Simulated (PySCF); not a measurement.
C5H15NSi, SMILES CC(C)(C)C[SiH2]N at its GFN2-xTB optimised geometry (Å):

```
22

C      2.3575    -1.1530     0.0000
C      0.8233    -1.1530     0.0000
C      0.3296    -1.8909     1.2444
C      0.3343    -1.8814    -1.2520
C      0.3289     0.2973     0.0000
Si    -1.5378     0.5879     0.2144
N     -1.8030     2.1603    -0.4459
H      2.7406    -0.6144    -0.8645
H      2.7424    -2.1705    -0.0345
H      2.7420    -0.6744     0.8987
H      0.7657    -2.8870     1.2946
H     -0.7527    -1.9910     1.2260
H      0.6088    -1.3493     2.1456
H      0.7172    -2.9002    -1.2731
H      0.6757    -1.3696    -2.1492
H     -0.7508    -1.9234    -1.2745
H      0.6485     0.7677    -0.9324
H      0.8477     0.8307     0.8015
H     -2.4077    -0.2813    -0.5815
H     -1.9029     0.4454     1.6372
H     -2.7424     2.5217    -0.4525
H     -1.1603     2.9002    -0.2131
```

Level of theory: PySCF 2.14.0 with B3LYP/def2-SVP. Cells within 0.4 Å of a nucleus heavier than hydrogen are left out (blank, or x).

Map of the deformation density (molecule minus spherical neutral atoms) (e/bohr³) on the plane z = 0.0 Å:

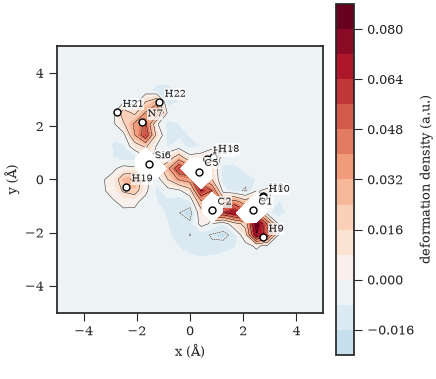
*Deformation density (molecule minus spherical neutral atoms) (e/bohr³) on the plane z = 0.0 Å.*
